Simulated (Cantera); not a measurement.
A closed system holds: 1 mol SiCl4, 0.84 mol O2, 2.1 mol H2, at 1623.15 K.

Cantera equilibrium calculation (NASA polynomials, part measured and part estimated; ideal gas, pure solids and liquids). Candidate condensed phases: H2O, Si, SiO2; 30 gas species. The tables' values for SiCl3 are old estimates; treat these amounts as uncertain. The tables hold silica as quartz up to 1696 K and as liquid above; real silica turns to tridymite and cristobalite and melts near 1996 K. Equilibrium is a limit: real reactors are often held back by kinetics, nucleation or transport.

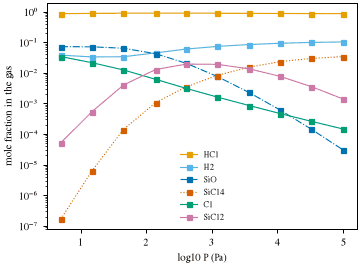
Figure. Equilibrium gas composition (values under 1e-9 drawn at 1e-9)

### Question
Read off the mole fractions at 45.0 Pa.

### Answer
HCl about 0.89, SiO about 0.063, H2 about 0.034, Cl about 0.012, SiCl2 about 0.0040, SiCl4 about 0.00014.
